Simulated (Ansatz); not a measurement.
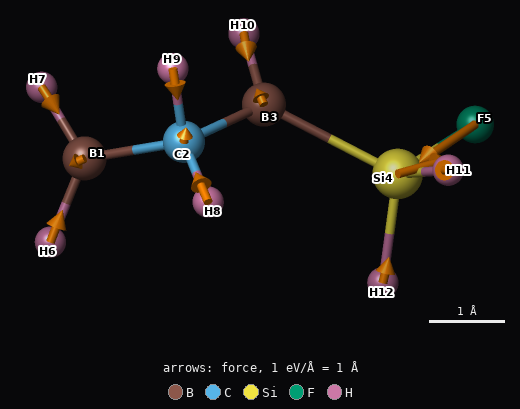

Starting geometry of CH$_{7}$B$_{2}$FSi with the computed forces as orange arrows. Style: ball-and-stick. Shown at a tilt.

The start comes from PBE-D4/def2-SVP.

All numbers below come from Ansatz, RKS PBE0-D4/def2-TZVP. Set-up: force threshold 0.005 eV/Å; at most 150 steps.

Question: Is this structure relaxed? If not, where do the atoms go?

Answer: It isn't relaxed: the largest force vector, on F5, is 1.23 eV/Å. The final displacements follow the starting forces only in part (cosine between the two patterns 0.60). F5 moves most after the best rigid fit: 0.050 Å. Largest moves by element: F 0.050 Å, H 0.041 Å, C 0.022 Å, B 0.019 Å, Si 0.008 Å. Among the contacts that change: Si4–F5 1.649 → 1.607 Å, B1–H6 1.217 → 1.197 Å, Si4–H11 1.511 → 1.491 Å, C2–H9 1.123 → 1.107 Å. Over 8 geometry steps the energy falls by 6.04 kJ/mol. The largest force component goes from 1.2 to 0.0034 eV/Å.
